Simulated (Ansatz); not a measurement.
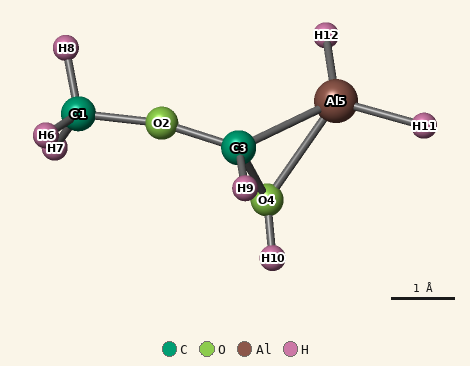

Fig. 1: The structure (ball-and-stick view, seen at a tilt; atoms are numbered from 1 in the order of the input). Sticks mark near contacts. Bond lengths as drawn: Al–C 1.97 Å, Al–H 1.58 Å, Al–O 1.96 Å, C–H 1.09 Å, C–O 1.31 to 1.52 Å and H–O 0.95 Å.

## Two runs on C$_{2}$H$_{7}$AlO$_{2}$

System: C$_{2}$H$_{7}$AlO$_{2}$.
Method of the first run: RHF/def2-SVP (Ansatz 0.2.0).

Text and figures count atoms from 1; the logs count them from 0 in places.

Input, the first run:
```yaml
crystal:
  periodic: [false, false, false]
  atoms:
    - { symbol: C, position_ang: [-1.698942, -0.151431, 1.435391] }
    - { symbol: O, position_ang: [-0.668411, 0.464517, 0.810753] }
    - { symbol: C, position_ang: [0.423219, 0.81718, 0.180007] }
    - { symbol: O, position_ang: [0.32755, 0.439205, -1.29209] }
    - { symbol: Al, position_ang: [0.579734, 2.360282, -1.028362] }
    - { symbol: H, position_ang: [-1.343845, -0.777593, 2.260316] }
    - { symbol: H, position_ang: [-2.273288, -0.769816, 0.741813] }
    - { symbol: H, position_ang: [-2.352095, 0.619604, 1.836183] }
    - { symbol: H, position_ang: [1.304612, 0.291908, 0.557089] }
    - { symbol: H, position_ang: [0.846472, -0.291814, -1.596143] }
    - { symbol: H, position_ang: [2.051725, 2.791271, -1.421695] }
    - { symbol: H, position_ang: [-0.684108, 3.204642, -1.442435] }
basis:
  gaussian: { orbitals: def2-SVP }
hamiltonian:
  xc: hf
output:
  forces: true
```

Launched with:
```bash
ansatz run input.yaml --threads 1 --pin off --max-ram 2560MiB --backend cpu --events-out ev --progress --plain --runs-dir out
```

Hardware: 1 thread of Arm Neoverse V1, 24 GiB of memory available, shared host.

Output (the first run):
```
Engine: ansatz 0.2.0, aarch64-unknown-linux-gnu
Functional definition: HF
  exchange = exact_x
  correlation = 0
1070 factors; integrals over basis functions are off by at most 1.3e-3 eV
mean field evaluation 1: about -12816.8916 eV, gradient 3.3e1 eV
mean field evaluation 2: about -12816.8996 eV, gradient 3.3e1 eV
mean field evaluation 4: about -12819.5223 eV, gradient 3.8e0 eV
mean field evaluation 8: about -12819.5659 eV, gradient 3.0e-4 eV
mean field -12819.56593994 eV, -471.1103588790 hartree, gradient 1.6e-5 eV, S^2 0.000000; 0 other end points of the search recorded, 0 dependent functions left out
the calculation of the forces begins
reference -12819.56593994 eV, -471.1103588790 hartree; 24, 24 occupied and 85, 85 virtual orbitals, 1070 factors
Total energy: -12819.56593994 eV, -471.1103588790 hartree
Atom 0 at    -1.698942    -0.151431     1.435391 Å, force    -0.150691    -0.900436     0.252110 eV/Å
Atom 1 at    -0.668411     0.464517     0.810753 Å, force    -0.765959     1.428479     0.285635 eV/Å
Atom 2 at     0.423219     0.817180     0.180007 Å, force     0.997000    -0.198373    -0.319108 eV/Å
Atom 3 at     0.327550     0.439205    -1.292090 Å, force     0.084800    -0.009411    -0.296410 eV/Å
Atom 4 at     0.579734     2.360282    -1.028362 Å, force     0.141527    -0.092248    -0.011506 eV/Å
Atom 5 at    -1.343845    -0.777593     2.260316 Å, force    -0.123744    -0.074982     0.009293 eV/Å
Atom 6 at    -2.273288    -0.769816     0.741813 Å, force    -0.015389    -0.051468     0.031899 eV/Å
Atom 7 at    -2.352095     0.619604     1.836183 Å, force    -0.220519    -0.061027     0.150326 eV/Å
Atom 8 at     1.304612     0.291908     0.557089 Å, force     0.114320    -0.048011    -0.065474 eV/Å
Atom 9 at     0.846472    -0.291814    -1.596143 Å, force    -0.028453    -0.050502     0.008247 eV/Å
Atom 10 at     2.051725     2.791271    -1.421695 Å, force     0.012025     0.038398    -0.039441 eV/Å
Atom 11 at    -0.684108     3.204642    -1.442435 Å, force    -0.044916     0.019580    -0.005572 eV/Å
Dipole moment:     0.024689    -0.641397     0.218947 e Å
```

For the second run the input was changed thus:
```diff
-    - { symbol: C, position_ang: [-1.698942, -0.151431, 1.435391] }
+    - { symbol: C, position_ang: [-1.902988, 0.642904, 1.46455] }
-    - { symbol: C, position_ang: [0.423219, 0.81718, 0.180007] }
-    - { symbol: O, position_ang: [0.32755, 0.439205, -1.29209] }
-    - { symbol: Al, position_ang: [0.579734, 2.360282, -1.028362] }
-    - { symbol: H, position_ang: [-1.343845, -0.777593, 2.260316] }
-    - { symbol: H, position_ang: [-2.273288, -0.769816, 0.741813] }
-    - { symbol: H, position_ang: [-2.352095, 0.619604, 1.836183] }
-    - { symbol: H, position_ang: [1.304612, 0.291908, 0.557089] }
-    - { symbol: H, position_ang: [0.846472, -0.291814, -1.596143] }
-    - { symbol: H, position_ang: [2.051725, 2.791271, -1.421695] }
-    - { symbol: H, position_ang: [-0.684108, 3.204642, -1.442435] }
+    - { symbol: C, position_ang: [0.05338, 1.508192, 0.310094] }
+    - { symbol: O, position_ang: [-0.027959, 1.52469, -1.210498] }
+    - { symbol: Al, position_ang: [-0.714492, 3.170016, -0.407215] }
+    - { symbol: H, position_ang: [-1.892848, 0.186701, 2.459764] }
+    - { symbol: H, position_ang: [-2.725633, 0.215878, 0.886424] }
+    - { symbol: H, position_ang: [-2.070629, 1.711762, 1.570269] }
+    - { symbol: H, position_ang: [1.118074, 1.421389, 0.542142] }
+    - { symbol: H, position_ang: [0.739222, 1.259996, -1.697826] }
+    - { symbol: H, position_ang: [0.298148, 4.366841, -0.629442] }
+    - { symbol: H, position_ang: [-2.269901, 3.337346, -0.592698] }
```

How does the second run compare with the first run?

With the same method and basis, the second run lies 26.2 kcal/mol lower. The largest force goes from 1.646 to 0.862 eV/Å.

Output (the second run):
```
Engine: ansatz 0.2.0, aarch64-unknown-linux-gnu
Functional definition: HF
  exchange = exact_x
  correlation = 0
1070 factors; integrals over basis functions are off by at most 1.4e-3 eV
mean field evaluation 1: about -12818.0414 eV, gradient 3.2e1 eV
mean field evaluation 2: about -12818.0498 eV, gradient 3.2e1 eV
mean field evaluation 4: about -12820.6534 eV, gradient 4.1e0 eV
mean field evaluation 8: about -12820.7005 eV, gradient 2.1e-4 eV
mean field -12820.70045155 eV, -471.1520514115 hartree, gradient 9.4e-6 eV, S^2 0.000000; 0 other end points of the search recorded, 0 dependent functions left out
the calculation of the forces begins
reference -12820.70045155 eV, -471.1520514115 hartree; 24, 24 occupied and 85, 85 virtual orbitals, 1070 factors
Total energy: -12820.70045155 eV, -471.1520514115 hartree
Atom 0 at    -1.902988     0.642904     1.464550 Å, force     0.443842     0.574592    -0.378529 eV/Å
Atom 1 at    -0.668411     0.464517     0.810753 Å, force     0.585313    -0.553910     0.116661 eV/Å
Atom 2 at     0.053380     1.508192     0.310094 Å, force    -0.829090    -0.029709     0.233756 eV/Å
Atom 3 at    -0.027959     1.524690    -1.210498 Å, force    -0.252678     0.183826     0.273195 eV/Å
Atom 4 at    -0.714492     3.170016    -0.407215 Å, force     0.328131     0.208269    -0.300042 eV/Å
Atom 5 at    -1.892848     0.186701     2.459764 Å, force     0.223250    -0.026575    -0.251361 eV/Å
Atom 6 at    -2.725633     0.215878     0.886424 Å, force     0.167720    -0.043699    -0.037094 eV/Å
Atom 7 at    -2.070629     1.711762     1.570269 Å, force    -0.342151     0.050418     0.233224 eV/Å
Atom 8 at     1.118074     1.421389     0.542142 Å, force    -0.284132    -0.259302     0.036906 eV/Å
Atom 9 at     0.739222     1.259996    -1.697826 Å, force     0.020111    -0.121394     0.076942 eV/Å
Atom 10 at     0.298148     4.366841    -0.629442 Å, force    -0.036658     0.027043    -0.004989 eV/Å
Atom 11 at    -2.269901     3.337346    -0.592698 Å, force    -0.023656    -0.009560     0.001331 eV/Å
Dipole moment:     0.209232    -0.164143     0.059709 e Å
```

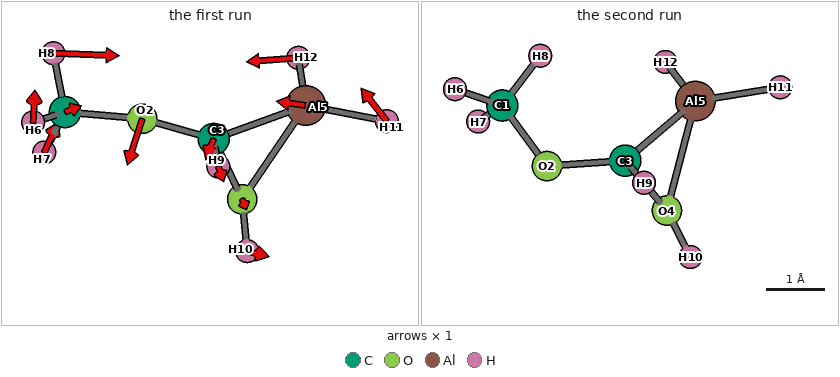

Fig. 2: The two input geometries at one scale (ball-and-stick view, seen at a tilt). The red arrows on the first give the shifts of the atoms after the best rigid fit, at true length. H8 moves most after the best rigid fit: 1.16 Å. By element the largest moves are H 1.16 Å, O 0.90 Å, Al 0.53 Å, C 0.43 Å. Among the contacts that change: C1–O2 1.353 → 1.408 Å, O2–C3 1.309 → 1.364 Å.

The two runs side by side:

| quantity | the first run | the second run |
| --- | --- | --- |
| outcome | converged | converged |
| total energy (hartree) | −471.110359 | −471.152051 |
| largest force (eV/Å) | 1.646 | 0.862 |
| basis functions | 109 | 109 |
| wall time (shared host) | 2.1 s | 2.1 s |
